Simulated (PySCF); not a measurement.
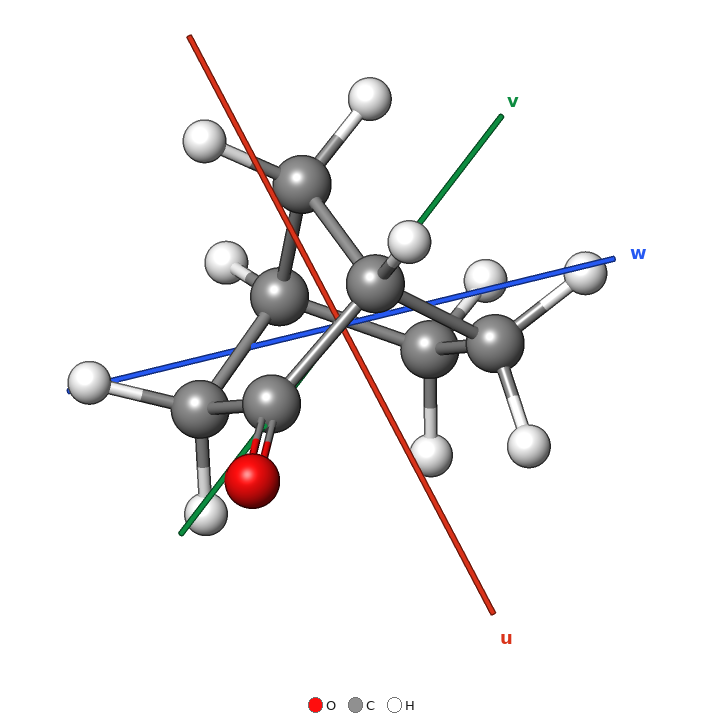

The lines u, v and w are the principal axes of the static dipole polarisability. Computed geometry: GFN2-xTB optimisation. No frequency run is at hand to confirm it as a minimum. Level of theory: B3LYP/def2-SVPD (PySCF 2.14.0).

**Along which axis is the molecule most polarisable, and along which least?**

Most along v, least along u.

**Give the three principal values.**

u 71.2, v 83.4, w 77.0 bohr³; mean 77.2, anisotropy 10.6 bohr³.
